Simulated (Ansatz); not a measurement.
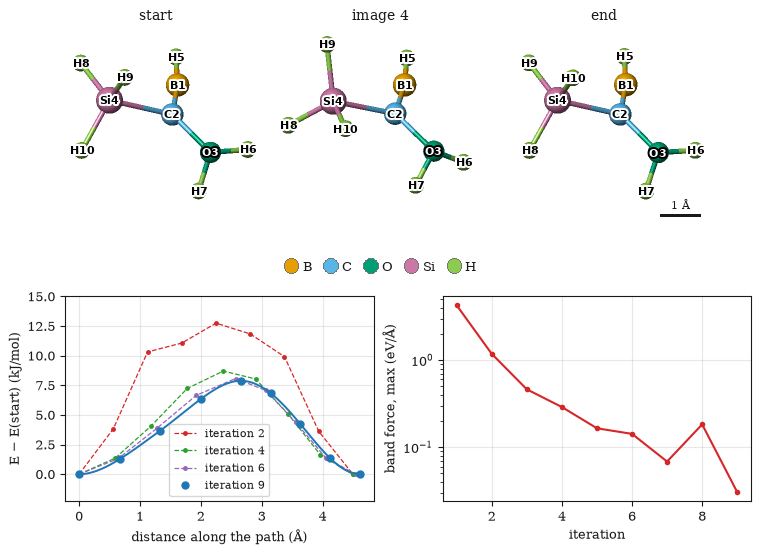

NEB run on CH$_{6}$BOSi (charge +1). Images are numbered from 0 (start) to 8 (end). The plot follows the band through its iterations. The picture is a ball-and-stick view, seen from a free direction.

Level of theory: Ansatz, RKS PBE0-D4/STO-3G. Set-up: 7 movable images; climbing image; force threshold 0.05 eV/Å; iteration limit 60; starting path through a guess of the saddle point.

Question: Judge this run.

Answer: The run is converged, with reservations. The band converged in 9 iterations. The largest component of the band force went from 4.3 to 0.03 eV/Å. The climbing image converged on the top of the path. Its vibrational analysis gives 2 imaginary modes over 30i cm⁻¹, so it isn't confirmed as a transition state. The first iteration put the highest image at 92.0 kJ/mol. The barrier is about 7.9 kJ/mol in both directions, with image 4 at the top; the ends have the same energy.

Limits of the set-up: STO-3G is a minimal basis, so the numbers are rough.
